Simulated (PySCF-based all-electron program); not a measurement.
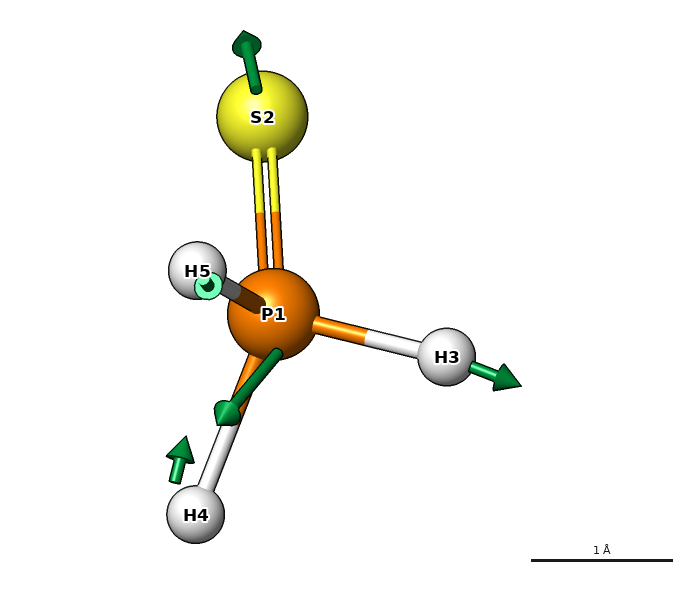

Arrows show the forces on the atoms, 0.2 Å of arrow for 1 eV/Å; forces under a tenth of the largest aren't drawn. Level of theory: r2SCAN, all-electron, scalar-relativistic (spin-free Dirac), large uncontracted Gaussian sets (PySCF-based all-electron program).

Q: On which atom is the force largest, and how large is it?

A: On P1: 5.26 eV/Å.

Q: Which bond do the forces act along most?

A: P1–S2, now 1.831 Å: the forces push its atoms apart, so a first step downhill lengthens it.

List the force components in the frame of the picture (x right, y up, z towards the viewer), in eV/Å.

| atom | Fx | Fy | Fz |
| --- | --- | --- | --- |
| P1 | −2.17 | −2.59 | 4.03 |
| S2 | −0.47 | 2.14 | −2.54 |
| H3 | 1.83 | −0.71 | 0.46 |
| H4 | 0.42 | 1.70 | −0.33 |
| H5 | 0.39 | −0.54 | −1.61 |
